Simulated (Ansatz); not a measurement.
# Fields on a plane of Ge2Sb2Te5 (Ge2Sb2Te5-Kooi type, space group P-3m1)

```
CELL_PARAMETERS angstrom
      4.29363     0.00000     0.00000
     -2.14681     3.71839     0.00000
      0.00000     0.00000    17.63592
ATOMIC_POSITIONS crystal
  Te 0.00000 0.00000 0.00000
  Ge 0.66667 0.33333 0.09824
  Ge 0.33333 0.66667 0.90176
  Te 0.33333 0.66667 0.19409
  Te 0.66667 0.33333 0.80591
  Sb 0.00000 0.00000 0.30944
  Sb 0.00000 0.00000 0.69056
  Te 0.66667 0.33333 0.40641
  Te 0.33333 0.66667 0.59359
```

The slice is a (0001) plane (indices of the conventional cell) through the point (0.667, 0.333, 0.406) (fractional), spanned by u = [110] and v = [1 -1 0] in vectors of this cell: u (4.29 Å) and v (7.44 Å, at 90° to u). It covers one period; positions are fractions (u, v).

Atoms on it: Te at (0.00, 0.00); Te at (0.50, 0.50).

These are PBE (plane waves to 420 eV, PAW, scalar-relativistic; Ansatz, a quantum-chemistry and plane-wave program) values and carry that method's errors. k mesh 9×9×2. Inside the PAW spheres the values are not all-electron values, and peaks at nuclei hang on which shells count as valence. Ge2Sb2Te5 was relaxed with its symmetry unable to fall. Spin-orbit coupling is left out, though Sb and Te are heavy. The PAW data are Ansatz's earlier set.

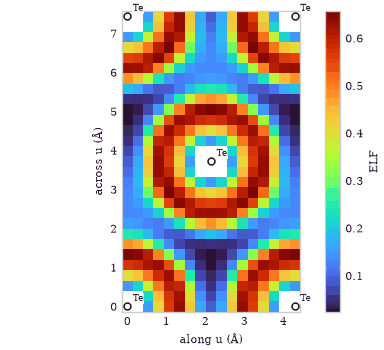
Electron localisation function (ELF), one period of the plane, atoms marked. Points within 0.5 Å of a nucleus are left white, as the pseudised field means little there.

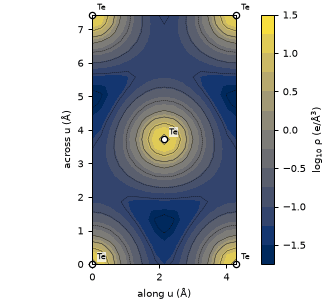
*Log₁₀ of the valence density in e/Å³, one period of the plane, atoms marked. The scale is logarithmic, as a density can span decades between atoms and voids.*
